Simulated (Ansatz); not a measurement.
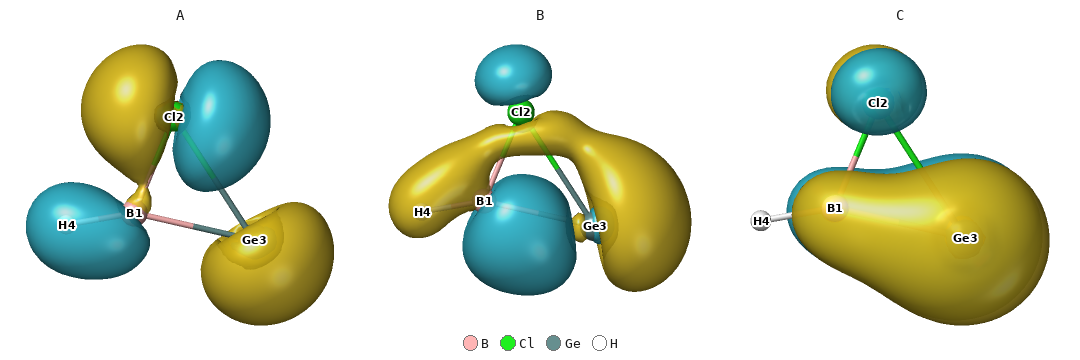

The picture shows: BClGeH (charge +1). Three frontier orbitals at ±0.1 Å⁻³ᐟ² (yellow and cyan are the two phases), in no order.

Geometry: BLYP-D3(BJ)/def2-SVP.

All numbers below come from Ansatz, isolated molecule in a Gaussian basis; Kohn-Sham density functional theory, functional PBE0.

Order the three orbitals by energy and name them.

Answer. A is the HOMO−1 (−15.63 eV). Its weight (Hirshfeld) is mainly on Cl2 (about 60 %), Ge3 (about 25 %), B1 (about 10 %) and H4 (about 10 %); it is symmetric in the molecular plane (an in-plane orbital: σ, lone-pair or in-plane π type). B is the HOMO (−13.11 eV). It lies mainly on Ge3 (about 55 %), B1 (about 30 %) and Cl2 (about 10 %); it is symmetric in the molecular plane (an in-plane orbital: σ, lone-pair or in-plane π type). C is the LUMO (−9.60 eV). By Hirshfeld shares it lies mainly on Ge3 (about 70 %), B1 (about 20 %) and Cl2 (about 10 %); it changes sign across the molecular plane (π type); π-antibonding (a node) across B1–Cl2.

What is the HOMO–LUMO gap?

Answer. 3.51 eV between the orbital energies.
